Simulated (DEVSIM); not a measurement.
Device: Si p-i-n diode, at 300 K.

```
layer (left to right)  material  thickness (μm)  Nd (cm⁻³)  Na (cm⁻³)  τn (s)  τp (s)
---------------------  --------  --------------  ---------  ---------  ------  ------
1                            Si           0.900          -     8.4e17  2.8e-6  2.8e-6
2                            Si            1.80     4.8e12          -  2.8e-6  2.8e-6
3                            Si           0.130     1.9e18          -  2.8e-6  2.8e-6
```

Left contact: ohmic. Right contact: ohmic. Voltage is applied to the left contact. Recombination: SRH at mid-gap. Mobility is μmin + (μ − μmin)/(1 + (N/Nref)^α).

Constants are typed, rounded textbook-type inputs, not results; the design itself was drawn at random and stands for no fabricated device. Values at 300 K.

```tsv
parameter	Si
gap (eV)	1.124
affinity (eV)	4.05
permittivity	11.7
Nc (cm⁻³)	2.86e19
Nv (cm⁻³)	3.1e19
μn (cm²/Vs)	1417
μp (cm²/Vs)	470
μn,min	52
μp,min	45
Nref,n	9.7e16
Nref,p	2.2e17
αn	0.68
αp	0.72
```

DEVSIM, 1D drift-diffusion, Boltzmann statistics, complete ionisation; no tunnelling, impact ionisation, image-force lowering or self-heating.

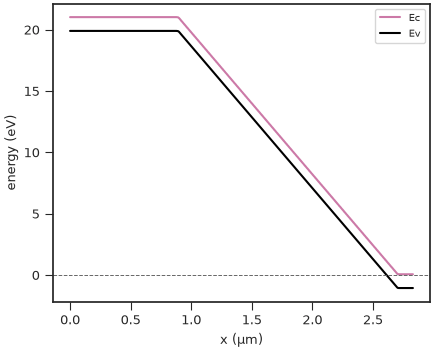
Fig. 1. Band edges at -20.0 V on the left contact

Energies count from the Fermi level of the right contact; mesh points crowd at the junctions.

```json
[
 {"x (μm)": "0.000", "Ec (eV)": "21.031", "Ev (eV)": "19.907", "n (cm⁻³)": "140", "p (cm⁻³)": "8.4e17", "field (V/cm)": "≈ 0"},
 {"x (μm)": "0.02549", "Ec (eV)": "21.031", "Ev (eV)": "19.907", "n (cm⁻³)": "130", "p (cm⁻³)": "8.4e17", "field (V/cm)": "≈ 0"},
 {"x (μm)": "0.07656", "Ec (eV)": "21.031", "Ev (eV)": "19.907", "n (cm⁻³)": "130", "p (cm⁻³)": "8.4e17", "field (V/cm)": "≈ 0"},
 {"x (μm)": "0.1789", "Ec (eV)": "21.031", "Ev (eV)": "19.907", "n (cm⁻³)": "110", "p (cm⁻³)": "8.4e17", "field (V/cm)": "≈ 0"},
 {"x (μm)": "0.4853", "Ec (eV)": "21.031", "Ev (eV)": "19.907", "n (cm⁻³)": "< 1e2", "p (cm⁻³)": "8.4e17", "field (V/cm)": "≈ 0"},
 {"x (μm)": "0.7057", "Ec (eV)": "21.031", "Ev (eV)": "19.907", "n (cm⁻³)": "< 1e2", "p (cm⁻³)": "8.4e17", "field (V/cm)": "≈ 0"},
 {"x (μm)": "0.8157", "Ec (eV)": "21.031", "Ev (eV)": "19.907", "n (cm⁻³)": "< 1e2", "p (cm⁻³)": "8.4e17", "field (V/cm)": "≈ 0"},
 {"x (μm)": "0.8820", "Ec (eV)": "21.028", "Ev (eV)": "19.904", "n (cm⁻³)": "< 1e2", "p (cm⁻³)": "7.6e17", "field (V/cm)": "-5500"},
 {"x (μm)": "0.9042", "Ec (eV)": "20.899", "Ev (eV)": "19.775", "n (cm⁻³)": "< 1e2", "p (cm⁻³)": "5.1e15", "field (V/cm)": "-120000"},
 {"x (μm)": "0.9345", "Ec (eV)": "20.549", "Ev (eV)": "19.425", "n (cm⁻³)": "< 1e2", "p (cm⁻³)": "6.8e9", "field (V/cm)": "-120000"},
 {"x (μm)": "0.9962", "Ec (eV)": "19.834", "Ev (eV)": "18.710", "n (cm⁻³)": "< 1e2", "p (cm⁻³)": "5900", "field (V/cm)": "-120000"},
 {"x (μm)": "1.189", "Ec (eV)": "17.605", "Ev (eV)": "16.481", "n (cm⁻³)": "310", "p (cm⁻³)": "5200", "field (V/cm)": "-120000"},
 {"x (μm)": "1.516", "Ec (eV)": "13.818", "Ev (eV)": "12.694", "n (cm⁻³)": "700", "p (cm⁻³)": "4100", "field (V/cm)": "-120000"},
 {"x (μm)": "2.052", "Ec (eV)": "7.619", "Ev (eV)": "6.495", "n (cm⁻³)": "1300", "p (cm⁻³)": "2200", "field (V/cm)": "-120000"},
 {"x (μm)": "2.465", "Ec (eV)": "2.835", "Ev (eV)": "1.711", "n (cm⁻³)": "1800", "p (cm⁻³)": "720", "field (V/cm)": "-120000"},
 {"x (μm)": "2.598", "Ec (eV)": "1.302", "Ev (eV)": "0.178", "n (cm⁻³)": "2000", "p (cm⁻³)": "240", "field (V/cm)": "-120000"},
 {"x (μm)": "2.663", "Ec (eV)": "0.552", "Ev (eV)": "-0.572", "n (cm⁻³)": "1.5e10", "p (cm⁻³)": "< 1e2", "field (V/cm)": "-120000"},
 {"x (μm)": "2.694", "Ec (eV)": "0.185", "Ev (eV)": "-0.939", "n (cm⁻³)": "2.2e16", "p (cm⁻³)": "< 1e2", "field (V/cm)": "-120000"},
 {"x (μm)": "2.723", "Ec (eV)": "0.070", "Ev (eV)": "-1.054", "n (cm⁻³)": "1.9e18", "p (cm⁻³)": "< 1e2", "field (V/cm)": "-120"},
 {"x (μm)": "2.758", "Ec (eV)": "0.070", "Ev (eV)": "-1.054", "n (cm⁻³)": "1.9e18", "p (cm⁻³)": "< 1e2", "field (V/cm)": "≈ 0"},
 {"x (μm)": "2.798", "Ec (eV)": "0.070", "Ev (eV)": "-1.054", "n (cm⁻³)": "1.9e18", "p (cm⁻³)": "< 1e2", "field (V/cm)": "≈ 0"},
 {"x (μm)": "2.830", "Ec (eV)": "0.070", "Ev (eV)": "-1.054", "n (cm⁻³)": "1.9e18", "p (cm⁻³)": "< 1e2", "field (V/cm)": "≈ 0"}
]
```
